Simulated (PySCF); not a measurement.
Vertical excitations of a molecule CH₇FOSi₂ from TDA-PBE/def2-SVPD in PySCF, as energy in eV (oscillator strength): 6.86 (0.008), 7.30 (0.008), 7.41 (0.003), 7.46 (0.011), 7.48 (0.055), 7.67 (0.025), 7.82 (0.005), 7.84 (0.010), 7.94 (0.013), 7.95 (0.003). Lowest triplet (TDA): 6.67 eV. Geometry optimised at PBE-D3(BJ)/def2-SVP. The values are those of a single conformer.

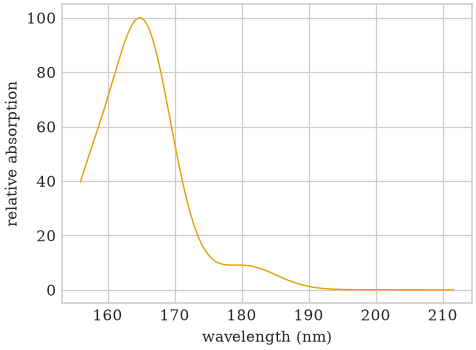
The lines broadened by 0.4 eV.

Problem. Which molecule gave these data?
A. O[Si@@H](F)C[SiH3]
B. F[SiH2]OC[SiH3]
C. O[SiH2][SiH2]CF
D. CO[SiH2][SiH2]F

Solution. A, O[Si@@H](F)C[SiH3]
